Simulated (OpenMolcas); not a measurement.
**Cr²⁺ with 6 ligands (fluoride): CASSCF and CASPT2 levels and susceptibility**

Aim: the ligand-field states of Cr²⁺ in this surrounding, its lowest levels with spin-orbit coupling and its magnetic susceptibility.

The numbers are computed with OpenMolcas 26.06 (state-averaged CASSCF and CASPT2, spin-orbit coupling by RASSI with atomic mean-field integrals), except any that are marked as measured or tabulated.

## Step 1: The atom as given

* Species: Cr²⁺ (chromium, Z = 24, 22 electrons)
* Basis: ANO-RCC-VTZP [6s5p3d2f1g], 143 functions with the ligands
* Scalar Hamiltonian: DKH2, point nucleus
* Inactive shells: 1s 2s 2p 3s 3p of the metal, and all ligand shells
* Active space: 4 electrons in 5 orbitals (3d)
* Some configurations of this space: 3d4
* Orbitals: optimised for each spin and parity, averaged over all roots

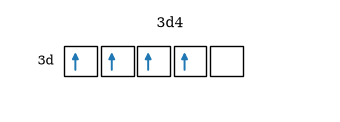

The shells outside the core, filled by Hund's rule for the drawing.

Cr²⁺ is taken with 6 ligands (fluoride) in octahedron coordination (Oh) at 2.24 Å. A charge of +0.667 e stands 2.6 Å behind each ligand. Ligand basis ANO-RCC-VDZP. The distances are assumed, not relaxed.

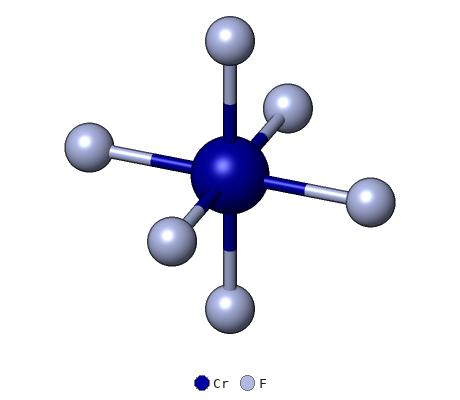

The cluster treated with basis functions (chromium blue, fluorine light blue); what lies farther out is not drawn.

```xyz
7

Cr    0.0000    0.0000    0.0000
F     2.2400    0.0000    0.0000
F     0.0000    2.2400    0.0000
F    -2.2400    0.0000    0.0000
F     0.0000   -2.2400    0.0000
F     0.0000    0.0000    2.2400
F     0.0000    0.0000   -2.2400
```

The work runs as a chain of OpenMolcas steps in one folder; each step below is one input file. Labels, J, g values, rates, χT and fits are worked out afterwards by a script from the matrices that RASSI stores. The input lists half of the charges; inversion (Group=XYZ) makes the rest.

## Step 2: Basis and integrals

Input file a.inp:

```
&GATEWAY
Coord
7

Cr 0.0 0.0 0.0
F 2.240000 0.000000 0.000000
F 0.000000 2.240000 0.000000
F -2.240000 0.000000 0.000000
F 0.000000 -2.240000 0.000000
F 0.000000 0.000000 2.240000
F 0.000000 0.000000 -2.240000
Basis=Cr.ANO-RCC-VTZP,F.ANO-RCC-VDZP
Group=XYZ
NoMove
AngMom=0.0 0.0 0.0
AMFI
RICD
XField
3 Angstrom 0
4.840000 0.000000 0.000000 0.666667
0.000000 4.840000 0.000000 0.666667
0.000000 0.000000 4.840000 0.666667
&SEWARD
```

Run with:

```sh
> OMP_NUM_THREADS=1 MOLCAS_MEM=2457 MOLCAS_PROJECT=a pymolcas a.inp > a.log
```

## Step 3: Reference wave functions, quintets of even parity, 5 roots

Input file a.inp:

```
&RASSCF
FileOrb=start.orb
Symmetry=1
Spin=5
nActEl=4 0 0
Inactive=18 21
Ras2=5 0
CIRoot=5 5 1
SDav=5
CIMx=300
Iter=150 100
PrWF=0.3
OrbListing=Nothing
MaxOrb=0
LevShft=1.0
>>> COPY $Project.JobIph JOB001
```

start.orb holds start orbitals that the driver prepared beforehand, or those of the step before.

## Step 4: CASSCF: triplets of even parity, 45 roots

Input file a.inp:

```
&RASSCF
FileOrb=start.orb
Symmetry=1
Spin=3
nActEl=4 0 0
Inactive=18 21
Ras2=5 0
CIRoot=45 45 1
SDav=45
CIMx=300
Iter=150 100
PrWF=0.3
OrbListing=Nothing
MaxOrb=0
LevShft=1.0
>>> COPY $Project.JobIph JOB002
```

## Step 5: Reference wave functions, singlets of even parity, 50 roots

Input file a.inp:

```
&RASSCF
FileOrb=start.orb
Symmetry=1
Spin=1
nActEl=4 0 0
Inactive=18 21
Ras2=5 0
CIRoot=50 50 1
SDav=50
CIMx=300
Iter=150 100
PrWF=0.3
OrbListing=Nothing
MaxOrb=0
LevShft=1.0
>>> COPY $Project.JobIph JOB003
```

## Step 6: State interaction with spin-orbit coupling

Input file a.inp:

```
&RASSI
NrOfJobIphs=3 5 45 50
1 2 3 4 5
1 2 3 4 5 6 7 8 9 10 11 12 13 14 15 16 17 18 19 20 21 22 23 24 25 26 27
28 29 30 31 32 33 34 35 36 37 38 39 40 41 42 43 44 45
1 2 3 4 5 6 7 8 9 10 11 12 13 14 15 16 17 18 19 20 21 22 23 24 25 26 27
28 29 30 31 32 33 34 35 36 37 38 39 40 41 42 43 44 45 46 47 48 49 50
IphNames
JOB001
JOB002
JOB003
EJob
SpinOrbit
DIPRint=1.0
SOCoupling=1000.0
Subsets=2
Property=9
'ANGMOM' 1 'ANGMOM' 2 'ANGMOM' 3 'MLTPL  1' 1 'MLTPL  1' 2 'MLTPL  1' 3
'AMFI' 1 'AMFI' 2 'AMFI' 3
SOProperty=3
'ANGMOM' 1 'ANGMOM' 2 'ANGMOM' 3
```

## Step 7: CASPT2: IPEA 0.25, imaginary shift 0.1 (closed shells correlated: 3s 3p of the metal, with ligand shells; the Frozen line counts the rest)

Input file a.inp:

```
>>> COPY JOB001 $Project.JobIph
&CASPT2
Multistate=5 1 2 3 4 5
NoMult
Frozen=5 6
IPEA=0.25
Imaginary=0.1
MaxIter=60
WThr=0.0 0.3 0.05
PrWF=0.5
NoMix
>>> COPY JOB002 $Project.JobIph
&CASPT2
Multistate=45 1 2 3 4 5 6 7 8 9 10 11 12 13 14 15 16 17 18 19 20 21 22
23 24 25 26 27 28 29 30 31 32 33 34 35 36 37 38 39 40 41 42 43 44 45
NoMult
Frozen=5 6
IPEA=0.25
Imaginary=0.1
MaxIter=60
WThr=0.0 0.3 0.05
PrWF=0.5
NoMix
>>> COPY JOB003 $Project.JobIph
&CASPT2
Multistate=50 1 2 3 4 5 6 7 8 9 10 11 12 13 14 15 16 17 18 19 20 21 22
23 24 25 26 27 28 29 30 31 32 33 34 35 36 37 38 39 40 41 42 43 44 45 46
47 48 49 50
NoMult
Frozen=5 6
IPEA=0.25
Imaginary=0.1
MaxIter=60
WThr=0.0 0.3 0.05
PrWF=0.5
NoMix
```

(Steps that only read results are left out.)

Q: Predict the outcome of this session. Wanted: spin-free ground state; first state of the same spin within the active space; lowest level; next level.

**Answer**, as computed:

| quantity | value |
| --- | --- |
| method | SS-CASPT2, IPEA 0.25, imaginary shift 0.1 (closed shells correlated: 3s 3p of the metal, with ligand shells; the Frozen line counts the rest) |
| spin-free ground state | 5E, 2-fold in its orbital part |
| first state of the same spin within the active space | 5T2 at 5880 cm⁻¹ |
| lowest level | 1-fold A1 |
| next level | 6.8 cm⁻¹ |
| χT at 300 K | 2.93 cm³ K/mol |
| effective moment at 300 K | 4.84 μB |

Cost by method:

| method | time of its own steps | time with the reference |
| --- | --- | --- |
| A. CASSCF | 42 s | 42 s |
| B. SS-CASPT2, IPEA 0.25, imaginary shift 0.1, +3s 3p | 5.5 min | 6.1 min |

Times are of one thread on a shared host.

What this shows: The spin-free ground state (5E) comes to 100 % from free-ion D terms and keeps the highest spin of the shell. χT at 300 K is 2.93, against 3.01 cm³ K/mol for the spin alone; near agreement at one temperature doesn't show that the orbital moment is quenched. An active space of the d shell alone favours high spin; real ions in strong fields can be low spin. A ligand-field fit to the states below 45000 cm-1 gives 10Dq = 6042 cm-1, B = 775 cm-1 and C = 3207 cm-1 (C/B = 4.14), with a deviation of 690 cm-1. CASPT2 does not keep the components of a term degenerate, and the means are used. An orbital doublet at a regular site is open to a Jahn-Teller distortion, which this geometry leaves out. With metal d orbitals alone active, the gaps between spin states are rough; where two lie within a few thousand cm-1, their order is open.
